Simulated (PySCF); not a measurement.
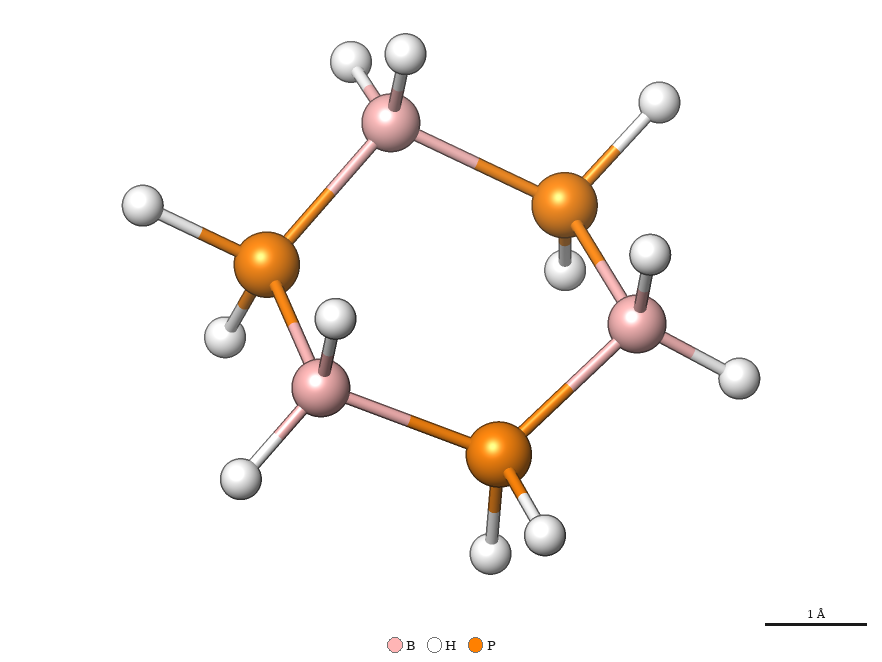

A ball-and-stick model of a molecule. Every bond is drawn as one stick, whatever its order.

Describe the molecule.

Formula B3H12P3. The point group is C3v. Coordination: 3 B tetrahedral; 3 P tetrahedral.

More results for the same structure follow; atom numbers are the same in all pictures, views and colours differ. The computed structure is the end point of a PBE0-D3(BJ)/def2-SVP optimisation. No frequency run is at hand to confirm it as a minimum.

**Core levels**

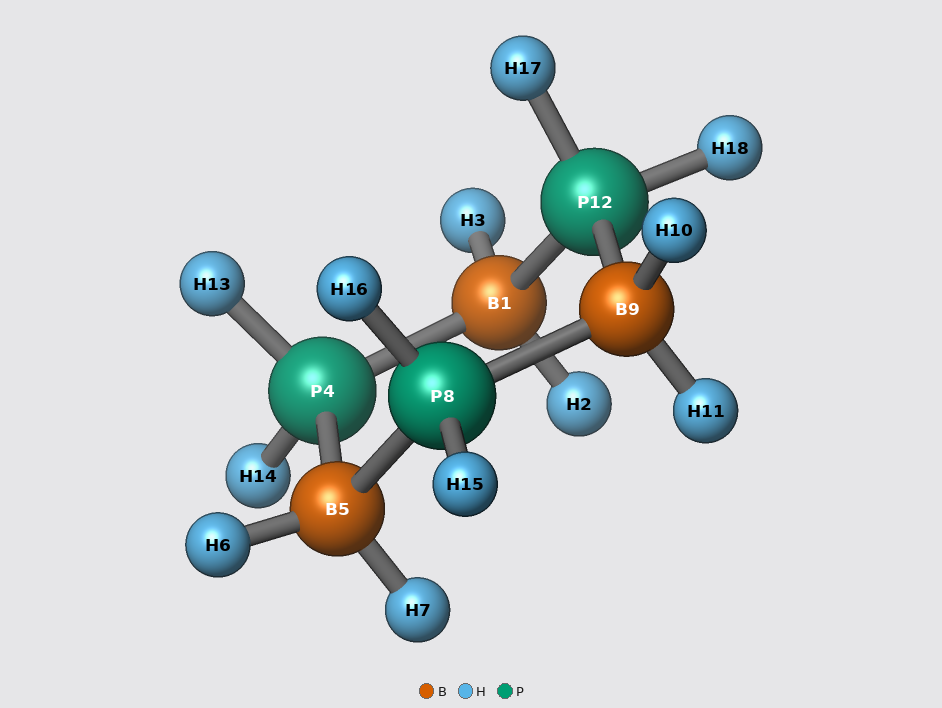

No frequency run is at hand to confirm it as a minimum. Properties computed with delta-SCF UKS SCAN, pcX-2 on the ionised atom (unc-x2c-TZVPall on a metal), pcseg-1 elsewhere, spin-free X2C (PySCF 2.14.0).

Give the core-electron binding energies (to vacuum; p and d levels without spin–orbit splitting) of B1 1s, P4 1s, P4 2p.

```
atom  level  binding energy (eV)
  B1     1s                194.1
  P4     1s               2150.6
  P4     2p                137.3
```

**NMR shielding**

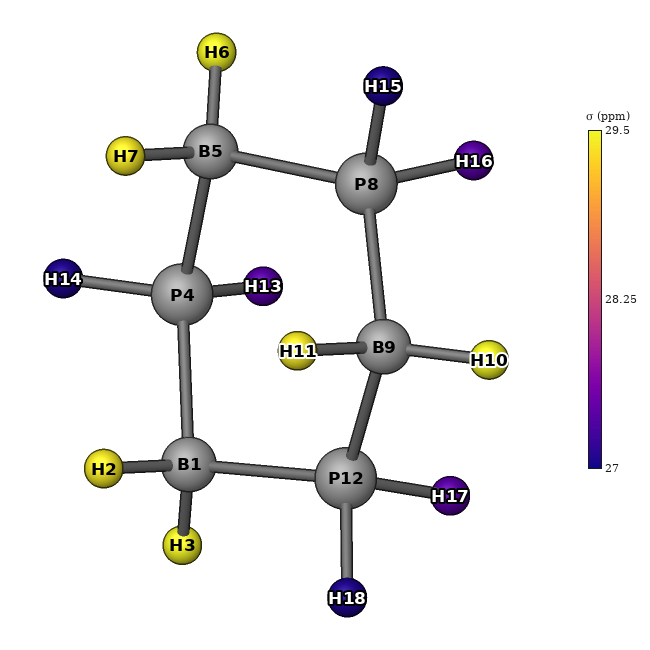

Atoms are coloured by their isotropic NMR shieldings (H only, the others grey). No frequency run is at hand to confirm it as a minimum. Level of theory: GIAO KT2/pcSseg-1 NMR shielding, non-relativistic, gas phase (PySCF 2.14.0).

Question: Which H atom is the most shielded (lowest chemical shift)?

Answer: H3, H6, H10 (29.46 to 29.47 ppm).

Question: Which H atom is the least shielded (highest chemical shift)?

Answer: H14, H15, H18 (27.07 to 27.08 ppm).

Question: How wide is the range of H shifts?

Answer: 2.40 ppm.

Give the isotropic NMR shieldings of the H atoms atom by atom.

| atom | σ (ppm) |
| --- | --- |
| H2 | 29.41 |
| H3 | 29.47 |
| H6 | 29.46 |
| H7 | 29.41 |
| H10 | 29.46 |
| H11 | 29.41 |
| H13 | 27.39 |
| H14 | 27.07 |
| H15 | 27.07 |
| H16 | 27.39 |
| H17 | 27.39 |
| H18 | 27.08 |

**Polarisability**

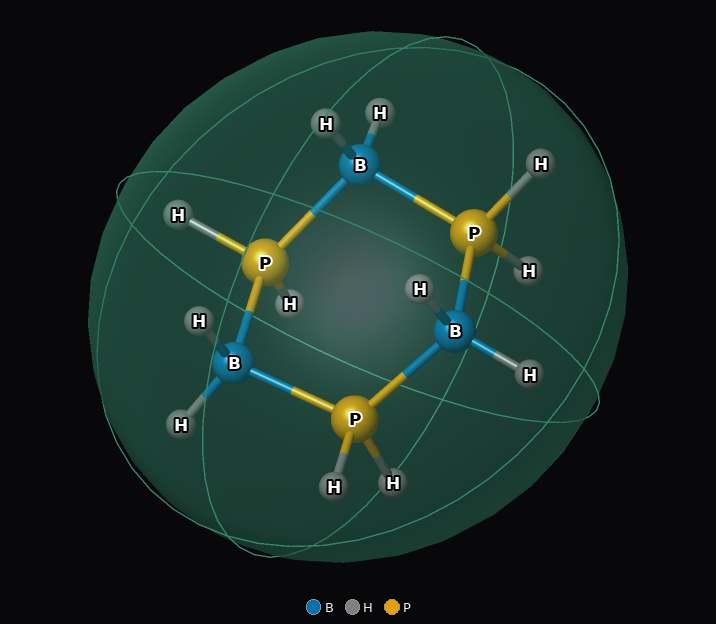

The ellipsoid shows the static dipole polarisability: its half-axes are proportional to the principal values. No frequency run is at hand to confirm it as a minimum. Computed with CAM-B3LYP/def2-SVPD (PySCF 2.14.0).

Question: How large and how anisotropic is the polarisability?

Answer: Principal values 101.6, 132.8, 132.8 bohr³; mean 122.4 bohr³ (18.14 Å³); anisotropy 31.2 bohr³, so the longest axis is 1.31 times the shortest.

**Quadrupole coupling**

No frequency run is at hand to confirm it as a minimum. Electric field gradients from the ground-state density, PBE0/pcSseg-1 (PySCF 2.14.0), non-relativistic apart from any core potentials.

Give the largest field-gradient component, the quadrupole coupling constant and the asymmetry for 11B at B1 (Q = 40.59 mb).

```csv
atom,V_zz (a.u.),e²qQ/h (MHz),η
B1,−0.143,−1.36,0.73
```
